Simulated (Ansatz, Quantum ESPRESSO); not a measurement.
# Si3Mo (Pm-3m): zone-centre phonons, part 2 of 3

Wanted: the vibrations of Si3Mo (Pm-3m) at Γ, by two programs.

Quantum ESPRESSO 7.5; DFT PBE, scalar-relativistic, plane waves, SPMS norm-conserving pseudopotentials.

So far. Step 2 (A first look): No gap opens on this mesh, so smearing is kept; the start stands at -6.0 GPa. Step 4 (Self-consistent run for the response): The cell stands at -0.002 GPa, close enough for phonons. The relaxed cell has a = 3.817 Å (conventional setting).

The structure was built from a prototype and need not be the compound's stable phase.

### 5. Linear response at Γ

At q = 0 one unit cell holds all displacements; symmetry groups them into irreducible representations that are solved one by one. With smeared occupations no response to a homogeneous field can be asked.

Input file ph.in:

```
phonons
 &inputph
    prefix='x',
    outdir='./tmp',
    fildyn='g.dyn',
    tr2_ph=1.0d-18,
    alpha_mix(1)=0.4,
    nmix_ph=8,
 /
0.000000000000 0.000000000000 0.000000000000
```

The run is started by

```console
$ OMP_NUM_THREADS=1 mpirun -n 4 ph.x -nk 4 -in ph.in > ph.out
```

Log:

```text
[banners, grids, parts of the stress and lines that vanish by symmetry left out]
[banner, memory and clock lines left out]
Program PHONON v.7.5

     ./tmp/x.save/

     IMPORTANT: XC functional enforced from input :
     Exchange-correlation= PBE
                           (   1   4   3   4   0   0   0)
     Any further DFT definition will be discarded
     Please, verify this is what you really want

     G-vector sticks info

     Reading collected, re-writing distributed wavefunctions in ./tmp/

     Number and degeneracy of irreps per q-point
       N         xq(1)         xq(2)         xq(3)   N irreps
       1   0.000000000   0.000000000   0.000000000       4
        3   3   3   3

     Calculation of q =    0.0000000   0.0000000   0.0000000

     phonons

     bravais-lattice index     =            0
     lattice parameter (alat)  =       7.2134  a.u.
     unit-cell volume          =     375.3292 (a.u.)^3
     number of atoms/cell      =            4
     number of atomic types    =            2
     kinetic-energy cut-off    =      60.0000  Ry
     charge density cut-off    =     240.0000  Ry
     convergence threshold     =      1.0E-18
     beta                      =       0.4000
     number of iterations used =            8
     Exchange-correlation= PBE
                           (   1   4   3   4   0   0   0)

     celldm(1)=    7.21336  celldm(2)=    0.00000  celldm(3)=    0.00000
     celldm(4)=    0.00000  celldm(5)=    0.00000  celldm(6)=    0.00000

     crystal axes: (cart. coord. in units of alat)
               a(1) = (  1.0000  0.0000  0.0000 )
               a(2) = (  0.0000  1.0000  0.0000 )
               a(3) = (  0.0000  0.0000  1.0000 )

     reciprocal axes: (cart. coord. in units 2 pi/alat)
               b(1) = (  1.0000  0.0000  0.0000 )
               b(2) = (  0.0000  1.0000  0.0000 )
               b(3) = (  0.0000  0.0000  1.0000 )

     Atoms inside the unit cell:

     Cartesian axes

     site n.  atom      mass           positions (alat units)
        1  Mo     95.9500   tau(    1) = (    0.00000    0.00000    0.00000  )
        2  Si     28.0850   tau(    2) = (    0.00000    0.50000    0.50000  )
        3  Si     28.0850   tau(    3) = (    0.50000    0.00000    0.50000  )
        4  Si     28.0850   tau(    4) = (    0.50000    0.50000    0.00000  )

     Computing dynamical matrix for
                    q = (   0.0000000   0.0000000   0.0000000 )

     49 Sym.Ops. (with q -> -q+G )

     G cutoff =  316.3198  (  23583 G-vectors)     FFT grid: ( 36, 36, 36)

     number of k points=    35  Marzari-Vanderbilt smearing, width (Ry)=  0.0200
                       cart. coord. in units 2pi/alat
        k(    1) = (   0.0000000   0.0000000   0.0000000), wk =   0.0039062
        k(    2) = (   0.0000000   0.0000000   0.1250000), wk =   0.0234375
        k(    3) = (   0.0000000   0.0000000   0.2500000), wk =   0.0234375
        [... further k-points left out ...]

     PseudoPot. # 1 for Mo read from file:
     ./pseudo/Mo.upf
     Pseudo is Norm-conserving + core correction, Zval = 14.0
     Using radial grid of 1640 points,  6 beta functions with:
                l(1) =   0
                l(2) =   0
                l(3) =   1
                l(4) =   1
                l(5) =   2
                l(6) =   2

     PseudoPot. # 2 for Si read from file:
     ./pseudo/Si.upf
     Pseudo is Norm-conserving + core correction, Zval =  4.0
     Using radial grid of 1524 points,  6 beta functions with:
                l(1) =   0
                l(2) =   0
                l(3) =   1
                l(4) =   1
                l(5) =   2
                l(6) =   2

     Mode symmetry, O_h (m-3m)  point group:

     Atomic displacements:
     There are    4 irreducible representations

     Representation     1      3 modes -  To be done

     Representation     2      3 modes -  To be done

     Representation     3      3 modes -  To be done

     Representation     4      3 modes -  To be done

     Alpha used in Ewald sum =   2.3000

     Representation #   1 modes #   1   2   3

     Self-consistent Calculation
      iter #   1   av.it.:   7.0
      thresh= 1.000E-02 alpha_mix =  0.400 |ddv_scf|^2 =  2.918E-07
      iter #   2   av.it.:  14.2
      thresh= 5.402E-05 alpha_mix =  0.400 |ddv_scf|^2 =  2.674E-09
      iter #   3   av.it.:  14.6
      thresh= 5.171E-06 alpha_mix =  0.400 |ddv_scf|^2 =  2.462E-10
      iter #   4   av.it.:  14.8
      thresh= 1.569E-06 alpha_mix =  0.400 |ddv_scf|^2 =  1.260E-11
      iter #   5   av.it.:  15.1
      thresh= 3.549E-07 alpha_mix =  0.400 |ddv_scf|^2 =  1.327E-13
      iter #   6   av.it.:  15.6
      thresh= 3.643E-08 alpha_mix =  0.400 |ddv_scf|^2 =  1.383E-14
      iter #   7   av.it.:  15.8
      thresh= 1.176E-08 alpha_mix =  0.400 |ddv_scf|^2 =  4.397E-16
      iter #   8   av.it.:  15.5
      thresh= 2.097E-09 alpha_mix =  0.400 |ddv_scf|^2 =  9.772E-18
      iter #   9   av.it.:  15.4
      thresh= 3.126E-10 alpha_mix =  0.400 |ddv_scf|^2 =  1.928E-19

     End of self-consistent calculation

     Convergence has been achieved

     Representation #   2 modes #   4   5   6

     Self-consistent Calculation
      iter #   1   av.it.:   5.6
      thresh= 1.000E-02 alpha_mix =  0.400 |ddv_scf|^2 =  5.559E-08
      iter #   2   av.it.:  13.8
      thresh= 2.358E-05 alpha_mix =  0.400 |ddv_scf|^2 =  1.159E-09
      iter #   3   av.it.:  14.1
      thresh= 3.404E-06 alpha_mix =  0.400 |ddv_scf|^2 =  2.354E-10
      iter #   4   av.it.:  14.2
      thresh= 1.534E-06 alpha_mix =  0.400 |ddv_scf|^2 =  1.974E-11
      iter #   5   av.it.:  14.5
      thresh= 4.443E-07 alpha_mix =  0.400 |ddv_scf|^2 =  9.109E-14
[...]
End of self-consistent calculation

     Convergence has been achieved

     Representation #   3 modes #   7   8   9

     Self-consistent Calculation
[...]
End of self-consistent calculation

     Convergence has been achieved

     Representation #   4 modes #  10  11  12

     Self-consistent Calculation
[...]
iter #   2   av.it.:  14.4
      thresh= 8.481E-06 alpha_mix =  0.400 |ddv_scf|^2 =  1.211E-09
      iter #   3   av.it.:  15.0
      thresh= 3.480E-06 alpha_mix =  0.400 |ddv_scf|^2 =  6.499E-11
      iter #   4   av.it.:  14.9
      thresh= 8.061E-07 alpha_mix =  0.400 |ddv_scf|^2 =  2.772E-13
      iter #   5   av.it.:  15.5
      thresh= 5.265E-08 alpha_mix =  0.400 |ddv_scf|^2 =  2.462E-14
      iter #   6   av.it.:  15.0
      thresh= 1.569E-08 alpha_mix =  0.400 |ddv_scf|^2 =  1.043E-16
      iter #   7   av.it.:  15.6
      thresh= 1.021E-09 alpha_mix =  0.400 |ddv_scf|^2 =  1.145E-17
      iter #   8   av.it.:  15.4
      thresh= 3.384E-10 alpha_mix =  0.400 |ddv_scf|^2 =  4.627E-20

     End of self-consistent calculation

     Convergence has been achieved

     Number of q in the star =    1
     List of q in the star:
          1   0.000000000   0.000000000   0.000000000

     Diagonalizing the dynamical matrix

     q = (    0.000000000   0.000000000   0.000000000 )

 **************************************************************************
     freq (    1) =      -2.417368 [THz] =     -80.634718 [cm-1]
     freq (    2) =      -2.417368 [THz] =     -80.634718 [cm-1]
     freq (    3) =      -2.417368 [THz] =     -80.634718 [cm-1]
     freq (    4) =       0.024239 [THz] =       0.808525 [cm-1]
     freq (    5) =       0.024239 [THz] =       0.808525 [cm-1]
     freq (    6) =       0.024239 [THz] =       0.808525 [cm-1]
     freq (    7) =       5.827577 [THz] =     194.387029 [cm-1]
     freq (    8) =       5.827577 [THz] =     194.387029 [cm-1]
     freq (    9) =       5.827577 [THz] =     194.387029 [cm-1]
     freq (   10) =       6.960818 [THz] =     232.187906 [cm-1]
     freq (   11) =       6.960818 [THz] =     232.187906 [cm-1]
     freq (   12) =       6.960818 [THz] =     232.187906 [cm-1]
 **************************************************************************

     Mode symmetry, O_h (m-3m)  point group:

     freq (   1-   3) =        -80.6  [cm-1]   --> T_1u G_15  G_4- I
     freq (   4-   6) =          0.8  [cm-1]   --> T_1u G_15  G_4- I
     freq (   7-   9) =        194.4  [cm-1]   --> T_2u G_25  G_5-
     freq (  10-  12) =        232.2  [cm-1]   --> T_1u G_15  G_4- I
```

The job ended after 4.5 min (4 MPI ranks of Arm Neoverse V1, shared host; 18 min of CPU time).

This step gave:

| Property | Result |
| --- | --- |
| largest acoustic frequency at the zone centre before the sum rule | 0.81 cm⁻¹ |
| highest optical zone-centre mode (no LO-TO term) | 232.2 cm⁻¹ |
| lowest optical zone-centre mode | -80.63 cm⁻¹ |

The acoustic modes at Γ come out as far as 0.8 cm⁻¹ from zero, where they should vanish, a small numerical error. The lowest optical mode is imaginary, 81i cm⁻¹, an instability at this level and on this k mesh.

### 6. Zone-centre analysis

A rigid shift of the crystal must cost nothing, but grids and finite bases break this; the acoustic sum rule is imposed before the matrix is diagonalised again.

Input file dynmat.in:

```
 &input
    fildyn='g.dyn',
    asr='simple',
    fileig='dynmat.eig',
 /
```

The run is started by

```console
$ dynmat.x -in dynmat.in > dynmat.out
```

Log:

```text
[banner, memory and clock lines left out]
Program DYNMAT v.7.5

     Reading Dynamical Matrix from file g.dyn
     ...Force constants read
     ...epsilon and Z* not read (not found on file)
     A direction for q was not specified:TO-LO splitting will be absent

     Polarizability (A^3 units)
     multiply by 1.000000 for Clausius-Mossotti correction
         0.000000    0.000000    0.000000
         0.000000    0.000000    0.000000
         0.000000    0.000000    0.000000

     IR activities are in (D/A)^2/amu units

# mode   [cm-1]    [THz]      IR
    1    -80.64   -2.4174    0.0000
    2    -80.64   -2.4174    0.0000
    3    -80.64   -2.4174    0.0000
    4     -0.00   -0.0000    0.0000
    5     -0.00   -0.0000    0.0000
    6      0.00    0.0000    0.0000
    7    194.39    5.8275    0.0000
    8    194.39    5.8275    0.0000
    9    194.39    5.8275    0.0000
   10    232.19    6.9608    0.0000
   11    232.19    6.9608    0.0000
   12    232.19    6.9608    0.0000

[end of the log left out, with the tail of the file of modes that dynmat.x writes under the same name]
```

The job ended after 0.46 s (1 thread).

Numbers from this step:

| Item | Value |
| --- | --- |
| lowest optical zone-centre mode | -80.64 cm⁻¹ |

Unit eigenvectors of the mass-weighted matrix after the sum rule; no LO-TO term. The modes at Γ (shares of kinetic energy by element, %) (negative means imaginary):

| mode | frequency (cm⁻¹) | Mo % | Si % |
| --- | --- | --- | --- |
| 1 | -80.6 | 38 | 62 |
| 2 | -80.6 | 38 | 62 |
| 3 | -80.6 | 38 | 62 |
| 4 | 0.0 | 53 | 47 |
| 5 | 0.0 | 53 | 47 |
| 6 | 0.0 | 53 | 47 |
| 7 | 194.4 | 0 | 100 |
| 8 | 194.4 | 0 | 100 |
| 9 | 194.4 | 0 | 100 |
| 10 | 232.2 | 9 | 91 |
| 11 | 232.2 | 9 | 91 |
| 12 | 232.2 | 9 | 91 |

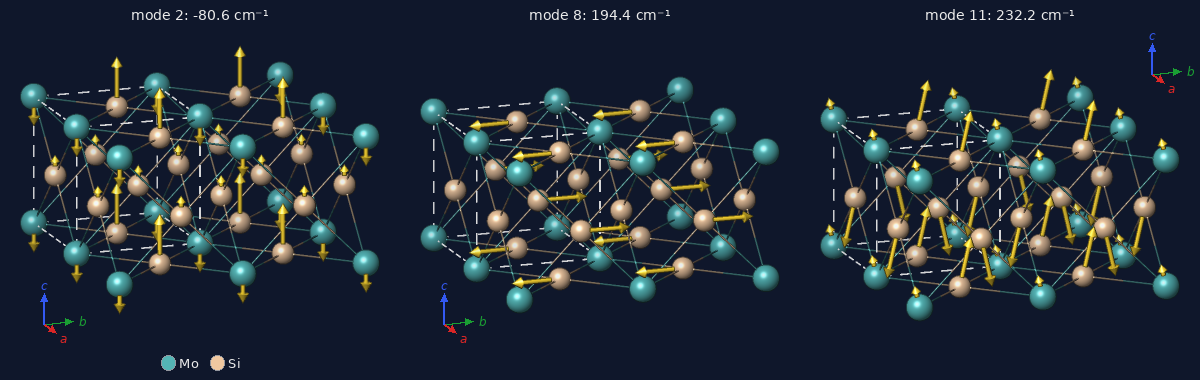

Displacement patterns of modes 2, 8 and 11 at Γ; arrows are exaggerated. 2×2×1 cells are drawn. Some periodic images of atoms are drawn too.

The rule moves no optical mode by more than 0.1 cm⁻¹.

### 7. Sum rules set otherwise (asr crystal)

The rule can be imposed in more than one way; the choices should agree where the raw error is small.

Input file dynmat.in:

```
 &input
    fildyn='g.dyn',
    asr='crystal',
    fileig='dynmat.eig',
 /
```

The run is started by

```console
$ dynmat.x -in dynmat.in > dynmat.out
```

Log:

```text
[banner, memory and clock lines left out]
Program DYNMAT v.7.5

     Reading Dynamical Matrix from file g.dyn
     ...Force constants read
     ...epsilon and Z* not read (not found on file)
     Acoustic Sum Rule: || Z*(ASR) - Z*(orig)|| =    0.000000E+00
     Acoustic Sum Rule: ||dyn(ASR) - dyn(orig)||=    7.973940E-06
     A direction for q was not specified:TO-LO splitting will be absent

     Polarizability (A^3 units)
     multiply by 1.000000 for Clausius-Mossotti correction
         0.000000    0.000000    0.000000
         0.000000    0.000000    0.000000
         0.000000    0.000000    0.000000

     IR activities are in (D/A)^2/amu units

# mode   [cm-1]    [THz]      IR
    1    -80.63   -2.4173    0.0000
    2    -80.63   -2.4173    0.0000
    3    -80.63   -2.4173    0.0000
    4     -0.00   -0.0000    0.0000
    5     -0.00   -0.0000    0.0000
    6      0.00    0.0000    0.0000
    7    194.39    5.8276    0.0000
    8    194.39    5.8276    0.0000
    9    194.39    5.8276    0.0000
   10    232.19    6.9608    0.0000
   11    232.19    6.9608    0.0000
   12    232.19    6.9608    0.0000

[end of the log left out, with the tail of the file of modes that dynmat.x writes under the same name]
```

The job ended after 0.46 s (1 thread).

Numbers from this step:

- lowest optical zone-centre mode: -80.63 cm⁻¹

Zone-centre frequencies as printed; negative means imaginary. Modes:

| mode | frequency (cm⁻¹) |
| --- | --- |
| 1 | -80.63 |
| 2 | -80.63 |
| 3 | -80.63 |
| 4 | 0 |
| 5 | 0 |
| 6 | 0 |
| 7 | 194.4 |
| 8 | 194.4 |
| 9 | 194.4 |
| 10 | 232.2 |
| 11 | 232.2 |
| 12 | 232.2 |

Against the first rule no mode moves by more than 0.1 cm⁻¹.

### 8. Sum rules set otherwise: a sum rule for molecules or wires on a crystal

This rule also removes rotations, which suits wires and not a crystal; it is tried to see the harm.

Input file dynmat.in:

```
 &input
    fildyn='g.dyn',
    asr='one-dim',
    fileig='dynmat.eig',
 /
```

The run is started by

```console
$ dynmat.x -in dynmat.in > dynmat.out
```

Log:

```text
[banner, memory and clock lines left out]
Program DYNMAT v.7.5

     Reading Dynamical Matrix from file g.dyn
     ...Force constants read
     ...epsilon and Z* not read (not found on file)
asr rotation axis in 1D system=    3
     Acoustic Sum Rule: || Z*(ASR) - Z*(orig)|| =    0.000000E+00
     Acoustic Sum Rule: ||dyn(ASR) - dyn(orig)||=    7.946107E-02
     A direction for q was not specified:TO-LO splitting will be absent

     Polarizability (A^3 units)
     multiply by 1.000000 for Clausius-Mossotti correction
         0.000000    0.000000    0.000000
         0.000000    0.000000    0.000000
         0.000000    0.000000    0.000000

     IR activities are in (D/A)^2/amu units

# mode   [cm-1]    [THz]      IR
    1    -80.63   -2.4173    0.0000
    2    -80.63   -2.4173    0.0000
    3     -0.00   -0.0000    0.0000
    4     -0.00   -0.0000    0.0000
    5      0.00    0.0000    0.0000
    6      0.00    0.0000    0.0000
    7     99.63    2.9869    0.0000
    8    194.39    5.8276    0.0000
    9    194.39    5.8276    0.0000
   10    232.19    6.9608    0.0000
   11    232.19    6.9608    0.0000
   12    234.06    7.0169    0.0000

[end of the log left out, with the tail of the file of modes that dynmat.x writes under the same name]
```

Wall time 0.46 s (1 thread).

The run ended normally, but on settings that are not sound.

The fault: a sum rule for molecules or wires on a crystal; 1 optical mode is projected out to zero frequency, as if it were a rotation.

For a crystal the rule has to be 'simple' or 'crystal'.

Zone-centre frequencies as printed; negative means imaginary. Modes:

| mode | frequency (cm⁻¹) |
| --- | --- |
| 1 | -80.63 |
| 2 | -80.63 |
| 3 | 0 |
| 4 | 0 |
| 5 | 0 |
| 6 | 0 |
| 7 | 99.63 |
| 8 | 194.4 |
| 9 | 194.4 |
| 10 | 232.2 |
| 11 | 232.2 |
| 12 | 234.1 |

(Part 2 of 3 ends here.)

[Host names and launcher messages were left out of these logs when they were recorded.]

[Logs are printed without paths, hosts, clocks, repeated set-up lines and the standing remarks that a program may print on its own settings, such as how far it seeks lower states.]

[Hosts, paths, dates, database ids (printed as entryN), source tags and the programs' standing remarks are cut or masked in the printed files.]
